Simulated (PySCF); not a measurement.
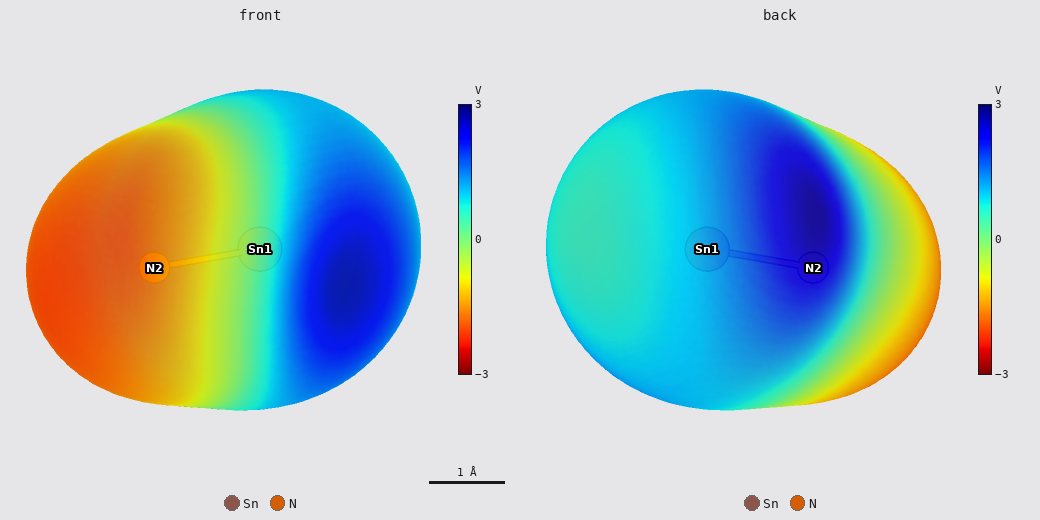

SnN (doublet). The molecular electrostatic potential painted on the density surface at 0.002 e/bohr³, seen from the front and from behind; red is negative and blue positive.

⟨S²⟩ = 0.86, above the pure value of 0.75.

Theory: PySCF, PBE0/x2c-TZVPPall, spin-free X2C-1e, Gaussian nucleus, at a bond length of 1.961 Å.

```xyz
2

Sn    0.0000    0.0000   -0.2051
N     0.0000    0.0000    1.7559
```

Where is the surface potential most negative and most positive?

Answer. The most negative region (about −2.1 V) lies over N2, the most positive (about +2.7 V) over Sn1. N2 is the likeliest acceptor of a hydrogen bond.
